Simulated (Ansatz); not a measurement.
**CH5BN2 (SMILES NC1BN1): RPA@PBE0/cc-pVDZ**

What is the energy change on altering one bond length of CH5BN2 at RPA@PBE0/cc-pVDZ? 

The results are computed with Ansatz 0.2.0.

74 further runs of the same task are left out: 74 set aside as unsound or not needed.

## (1) The molecule

The species is CH5BN2 (9 atoms), meant as a singlet with charge 0. As SMILES, `NC1BN1`. Geometry: relaxed at PBE0-D4/def2-TZVP. This is one conformer, not always the lowest.

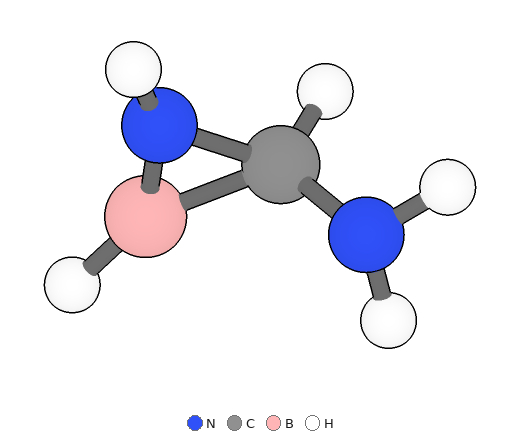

Viewed from a chosen angle; nitrogen blue, carbon grey, boron pink, hydrogen white.

## (2) The energy at RPA@PBE0/cc-pVDZ

Contents of in.yaml:

```yaml
crystal:
  periodic: [false, false, false]
  atoms:
    - {symbol: "N", position_ang: [0.142900, 1.194400, -0.640600]}
    - {symbol: C, position_ang: [-0.364200, -0.077200, -0.222300]}
    - {symbol: B, position_ang: [0.591200, -1.194100, 0.303200]}
    - {symbol: N, position_ang: [-0.130500, -0.469900, 1.171500]}
    - {symbol: H, position_ang: [0.784000, 1.117400, -1.417000]}
    - {symbol: H, position_ang: [-0.589900, 1.842600, -0.892400]}
    - {symbol: H, position_ang: [-1.366400, -0.317200, -0.582700]}
    - {symbol: H, position_ang: [1.414200, -2.039000, 0.194700]}
    - {symbol: H, position_ang: [-0.392800, -0.103200, 2.068300]}
basis:
  gaussian:
    orbitals: cc-pVDZ
hamiltonian:
  xc: {name: PBE0}
accuracy: high
correlation:
  method: rpa
  frozen_orbitals: {B: 1, C: 1, H: 0, "N": 1}
```

On the command line:

```console
ansatz run in.yaml --threads 1 --pin off --max-ram 3480MiB --events-out events.jsonl --progress --plain --runs-dir runs
```

Output:

```text
Warning: RAYON_NUM_THREADS=1 ignored (pool sized by the plan → 1); use --threads N
Functional definition: PBE0
  name "PBE0"
  parameter a = 0.25
  parameter kappa = 0.804
  parameter beta = 0.06672455060314922
  exchange = (1 - a)*pbe_x(kappa = kappa, mu = beta*pi^2/3) + a*exact_x
  correlation = pbe_c(beta = beta)
1915 factors; integrals over basis functions are off by at most 3.1e-9 eV
mean field evaluation 1: about -4761.6678 eV, gradient 5.6e1 eV
mean field evaluation 2: about -4761.6621 eV, gradient 5.6e1 eV
mean field evaluation 4: about -4768.0017 eV, gradient 1.1e1 eV
mean field evaluation 8: about -4768.2908 eV, gradient 1.5e-1 eV
mean field evaluation 16: about -4768.2909 eV, gradient 2.0e-6 eV
mean field -4768.29086940 eV, -175.2314573868 hartree, gradient 2.3e-8 eV, S^2 0.000000; 0 other end points of the search recorded, 0 dependent functions left out
4 core orbitals not correlated: weight in the atoms' cores, before any rotation towards them, 1.000 or more for the frozen orbitals, at most 0.000 for the correlated occupied ones
reference -4743.38075921 eV, -174.3160277220 hartree; 11, 11 occupied and 66, 66 virtual orbitals, 1915 factors
Total energy: -4765.23214498 eV, -175.1190513377 hartree
```

Wall time 8.4 s (1 thread of Arm Neoverse V2, shared host); peak memory 0.28 GiB.

## (3) The distorted shape at the same level

Contents of input.yaml:

```yaml
crystal:
  periodic: [false, false, false]
  atoms:
    - symbol: N
      position_ang: [0.362742, 0.999938, -0.565059]
    - symbol: C
      position_ang: [-0.144358, -0.271662, -0.146759]
    - symbol: B
      position_ang: [0.811042, -1.388562, 0.378741]
    - symbol: "N"
      position_ang: [0.089342, -0.664362, 1.247041]
    - symbol: H
      position_ang: [1.003842, 0.922938, -1.341459]
    - symbol: H
      position_ang: [-0.589900, 1.842600, -0.892400]
    - symbol: H
      position_ang: [-1.146558, -0.511662, -0.507159]
    - symbol: H
      position_ang: [1.634042, -2.233462, 0.270241]
    - symbol: H
      position_ang: [-0.172958, -0.297662, 2.143841]
basis:
  gaussian: {orbitals: cc-pVDZ}
hamiltonian: {xc: {name: PBE0}}
correlation: {method: rpa, frozen_orbitals: {B: 1, C: 1, H: 0, "N": 1}}
accuracy: high
```

On the command line:

```console
ansatz run input.yaml --threads 1 --pin off --max-ram 3480MiB --events-out events.jsonl --progress --plain --runs-dir runs
```

Output (excerpt; [...] marks lines left out):

```text
Warning: RAYON_NUM_THREADS=1 ignored (pool sized by the plan → 1); use --threads N
[... 2 set-up lines as earlier in the session ...]
[...]
1919 factors; integrals over basis functions are off by at most 3.1e-9 eV
[...]
mean field -4767.19061925 eV, -175.1910239395 hartree, gradient 9.6e-8 eV, S^2 0.000000; 0 other end points of the search recorded, 0 dependent functions left out
4 core orbitals not correlated: weight in the atoms' cores, before any rotation towards them, 1.000 or more for the frozen orbitals, at most 0.000 for the correlated occupied ones
reference -4742.03242079 eV, -174.2664771989 hartree; 11, 11 occupied and 66, 66 virtual orbitals, 1919 factors
Total energy: -4764.18777964 eV, -175.0806716194 hartree
```

Wall time 8.1 s (1 thread of Arm Neoverse V2, shared host); peak memory 0.29 GiB.

## (4) What came out

At RPA@PBE0/cc-pVDZ, 4 core orbitals frozen:

| quantity | value |
| --- | --- |
| first shape: total energy | -175.11905 Eh |
| first shape: RPA correlation energy (valence) | -803.0 mEh |
| distorted shape: total energy | -175.08067 Eh |
| distorted shape: RPA correlation energy (valence) | -814.2 mEh |
| energy change with the N1–H6 bond stretched from 1.010 to 1.313 Å | 1.044 eV |

What this shows: With the N1–H6 bond stretched from 1.010 to 1.313 Å the energy rises by 1.04 eV (24 kcal/mol). The first shape isn't relaxed at this level, so the change isn't measured from a minimum.
